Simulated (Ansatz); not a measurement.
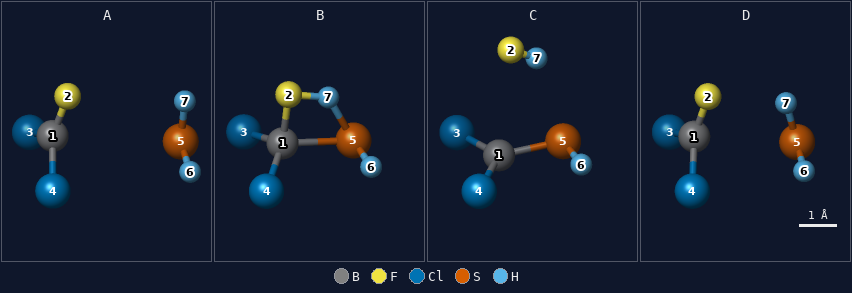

4 geometries from a converged minimum-energy path of BH$_{2}$SCl$_{2}$F, made up at the start of BCl₂F and H$_{2}$S, shuffled. Style: ball-and-stick. Shown at a tilt.

All numbers below come from RHF/def2-SVP in Ansatz. Run with 5 movable images; climbing image; force threshold 0.03 eV/Å; iteration limit 60; starting path through a guess of the saddle point.

Which of them lies highest in energy?

Answer. B. In order along the path, whose images run from 0 to 6: A (image 0, 0.0 kJ/mol), D (image 2, +19.3 kJ/mol), B (image 4, +221.0 kJ/mol), C (image 6, +92.2 kJ/mol). Breaking: B1–F2 (1.30 → 1.56 at the top → 3.26 Å), S5–H7 (1.33 → 1.64 at the top → 2.68 Å). Forming: B1–S5 (3.59 → 2.00 at the top → 1.81 Å), F2–H7 (3.26 → 1.15 at the top → 0.90 Å).

Limits of the set-up: the start holds two separate molecules, 3.3 Å apart at their closest, whose relative position is a soft coordinate and is computed without a dispersion correction; Hartree-Fock leaves out electron correlation.

The run took 3.6 min on 1 thread of Arm Neoverse V1, with other jobs on the host, peak memory 0.18 GiB.
